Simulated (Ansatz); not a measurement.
Cl$_{3}$FSi···HF

```yaml
atoms:
  - { symbol: Si, position_ang: [0.2505, 0.0000, -0.0824] }
  - { symbol: Cl, position_ang: [0.2619, 0.0001, 1.9884] }
  - { symbol: F, position_ang: [1.8086, 0.0000, -0.5225] }
  - { symbol: Cl, position_ang: [-0.6112, 1.6956, -0.8039] }
  - { symbol: Cl, position_ang: [-0.6113, -1.6956, -0.8040] }
  - { symbol: F, position_ang: [-2.7013, 0.0000, 1.1906] }
  - { symbol: H, position_ang: [-2.0504, -0.0001, 1.8671] }
```

Computed with RKS PBE-D4/def2-SVP in Ansatz 0.2.0.

### Predict the electron density and electron localisation function between the atoms.

Cl2···H7 (2.32 Å): the density falls to about 0.13 e/Å³ on the way; the ELF dips to about 0.10 between them; a closed-shell contact with the geometry of a hydrogen bond.
Si–F (1.62 Å): the density is about 1 e/Å³ at the midpoint; the ELF peaks at about 0.85 in the valence shell of F, 0.6 Å from its nucleus, and is about 0.40 at the midpoint.
F–H (0.94 Å): the density is about 4.4 e/Å³ at the midpoint; the ELF climbs to about 1 towards the hydrogen, as it does in any bond to H; an ordinary covalent bond to hydrogen.

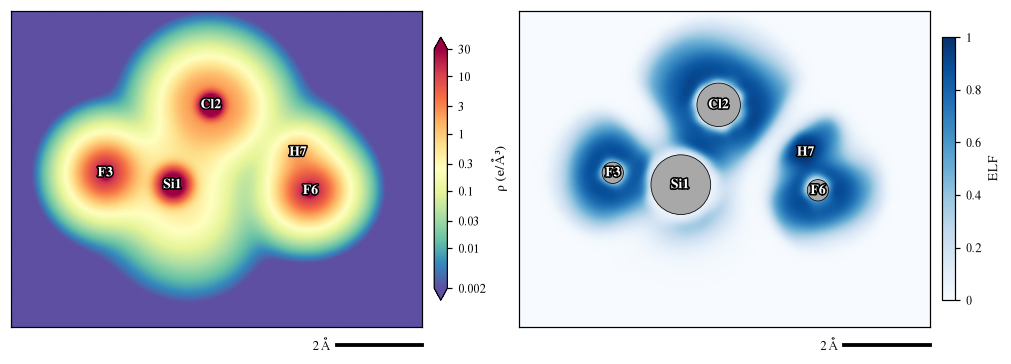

Computed electron density and electron localisation function on the plane of atoms Cl2, Si1 and F3, in this order. Grey discs cover the atomic cores in the ELF map. 
